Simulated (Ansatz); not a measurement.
The starting structures come from a database of crystals and need not be the phases stable at ambient conditions.

 Where the default PAW files enter, the runs use the earlier of Ansatz's two default sets.

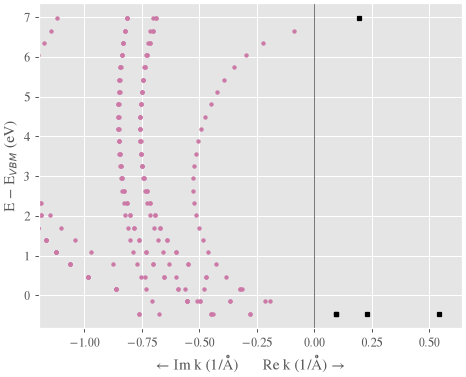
*Complex bands at the centre of the two-dimensional zone; r2SCAN (Ansatz, a quantum-chemistry and plane-wave program)*

The gap is the functional's own, uncorrected, and κ follows it; spin-orbit coupling is left out. Mid-gap values are interpolated between the computed energies.

### Question
This is NaGaH8(NF3)2 (Fm-3m, not sure to be the ambient phase, 18 atoms a cell, 8.7 Å³ an atom, -3 GPa at this level) along the normal of (111). Read off the slowest decay at the centre of the two-dimensional zone at 3.25 eV, the computed energy nearest the middle of the gap.

### Answer
κ ≈ 0.52 1/Å, a decay length 1/(2κ) of the density of 0.96 Å.
